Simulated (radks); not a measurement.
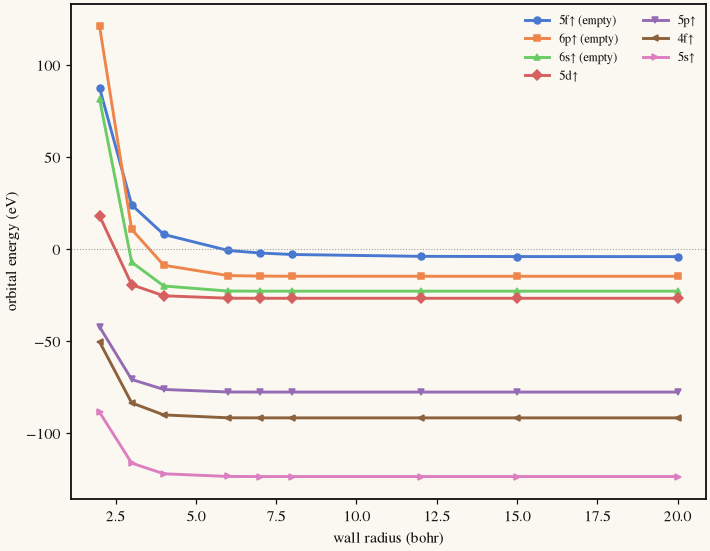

The platinum ion Pt²⁺ in the configuration [Xe] 4f14 5d8 (high spin). It is put inside a hard spherical wall of varying radius. All numbers are computed, not measured: scalar-relativistic Kohn-Sham, LDA (Slater exchange, Perdew-Wang correlation), spin-polarised, spherical densities, finite nucleus (the in-house radial solver radks). The plot shows the outer orbital energies (spin up).

Describe the level shifts under confinement.

Answer. The levels rise as the wall closes in: 5f↑ goes from −4.09 eV at 20 bohr to 87.5 eV at 2 bohr and passes zero between 6 and 4 bohr. On compression 5f↑ drops below 6p↑ between 3 and 2 bohr; the level of higher l rises less. The fastest to rise is 6p↑ (by 135.8 eV), the slowest 5s↑ (by 34.9 eV): the wall presses hardest on the most extended orbitals.
